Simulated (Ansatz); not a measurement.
Consider H$_{28}$Sn$_{19}$ (Sn19H28 ring sphere).

Input

```
crystal:
  periodic: [false, false, false]
  atoms:
    - {symbol: Sn, position_ang: [-4.189662, -0.929560, -2.334070]}
    - {symbol: Sn, position_ang: [-4.194022, 2.327150, 0.920504]}
    - {symbol: Sn, position_ang: [-0.924371, -4.195186, -2.328413]}
    - {symbol: Sn, position_ang: [-0.878315, -0.879181, 0.872609]}
    - {symbol: Sn, position_ang: [2.328437, -4.192216, 0.927351]}
    - {symbol: Sn, position_ang: [2.352942, -0.900155, -2.353309]}
    - {symbol: Sn, position_ang: [2.326690, -0.925796, 4.190480]}
    - {symbol: Sn, position_ang: [-0.898325, 2.349150, -2.354558]}
    - {symbol: Sn, position_ang: [2.348967, 2.349573, 0.897120]}
    - {symbol: Sn, position_ang: [-0.932026, 2.324043, 4.188561]}
    - {symbol: Sn, position_ang: [-2.703280, -2.711326, -3.926247]}
    - {symbol: Sn, position_ang: [-2.551893, 0.732052, -0.738110]}
    - {symbol: Sn, position_ang: [-2.709317, 3.921145, 2.702041]}
    - {symbol: Sn, position_ang: [0.783769, 0.780523, -3.986171]}
    - {symbol: Sn, position_ang: [0.735825, -2.552507, -0.735775]}
    - {symbol: Sn, position_ang: [0.730663, 0.731608, 2.548173]}
    - {symbol: Sn, position_ang: [3.923342, -2.704996, 2.705704]}
    - {symbol: Sn, position_ang: [3.983286, 0.783668, -0.784958]}
    - {symbol: Sn, position_ang: [0.783543, 3.981917, -0.787055]}
    - {symbol: H, position_ang: [-5.232899, 0.049703, -3.321931]}
    - {symbol: H, position_ang: [-5.217695, -1.851619, -1.278249]}
    - {symbol: H, position_ang: [-5.223697, 1.269999, 1.839347]}
    - {symbol: H, position_ang: [-5.235599, 3.313606, -0.061992]}
    - {symbol: H, position_ang: [-1.849433, -5.218089, -1.270317]}
    - {symbol: H, position_ang: [0.054297, -5.243391, -3.311580]}
    - {symbol: H, position_ang: [-1.885829, -1.889084, 1.879680]}
    - {symbol: H, position_ang: [1.269373, -5.216515, 1.849850]}
    - {symbol: H, position_ang: [3.312590, -5.238877, -0.052036]}
    - {symbol: H, position_ang: [3.359422, -1.910296, -3.357516]}
    - {symbol: H, position_ang: [1.271619, -1.849048, 5.218285]}
    - {symbol: H, position_ang: [3.312168, 0.055641, 5.233966]}
    - {symbol: H, position_ang: [-1.908127, 3.353785, -3.360898]}
    - {symbol: H, position_ang: [3.352896, 3.354706, 1.908759]}
    - {symbol: H, position_ang: [-1.855087, 1.265332, 5.212897]}
    - {symbol: H, position_ang: [0.045755, 3.309425, 5.235512]}
    - {symbol: H, position_ang: [-3.769731, -3.777434, -4.791546]}
    - {symbol: H, position_ang: [-1.802160, -1.812237, -5.103923]}
    - {symbol: H, position_ang: [-3.775218, 4.788735, 3.766747]}
    - {symbol: H, position_ang: [-1.807373, 5.096925, 1.801178]}
    - {symbol: H, position_ang: [-0.137123, -0.144536, -5.130282]}
    - {symbol: H, position_ang: [1.835009, 1.830923, -4.890350]}
    - {symbol: H, position_ang: [5.098360, -1.803783, 1.803133]}
    - {symbol: H, position_ang: [4.792241, -3.769153, 3.771105]}
    - {symbol: H, position_ang: [5.130654, -0.136122, 0.136951]}
    - {symbol: H, position_ang: [4.883340, 1.837137, -1.836803]}
    - {symbol: H, position_ang: [-0.140288, 5.127529, 0.132925]}
    - {symbol: H, position_ang: [1.836184, 4.883928, -1.838089]}
basis:
  gaussian: {orbitals: def2-SVP, fitting: {mean_field: def2-universal-jkfit}, initial_orbitals: start.molden}
hamiltonian: {xc: pbe0, dispersion: d4}
scf: {omitted_lower_state_checks: [starts]}
output: {forces: true, orbitals: {seedname: orbitals}}
```

Command:

```sh
ansatz run in.yaml --threads 5 --pin off --events-out ev --progress --plain --max-ram 66560MiB --backend cuda --devices 0, --max-vram 37GiB
```

Geometry: PBE-D4/def2-SVP; core potentials replace the inner electrons of Sn.

Computed with RKS PBE0-D4/def2-SVP (Ansatz).

What will maps of the electron density and electron localisation function show?

Sn–Sn (2.81 Å): ρ at the midpoint is about 0.39 e/Å³; the ELF peaks at about 0.75 between the atoms.
Sn–H (1.74 Å): ρ at the midpoint is about 1 e/Å³; the ELF climbs to about 1 towards the hydrogen.

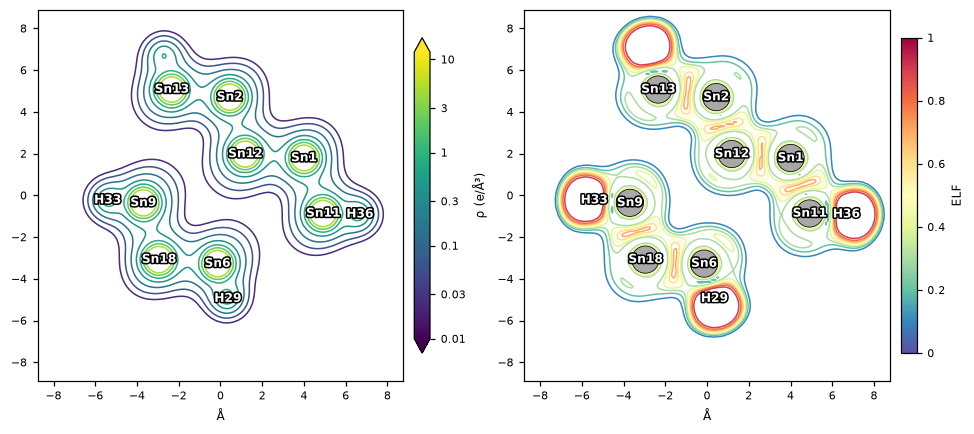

Computed electron density and electron localisation function on the plane of atoms Sn18, Sn6 and H29, in this order. Grey discs cover the atomic cores in the ELF map. 
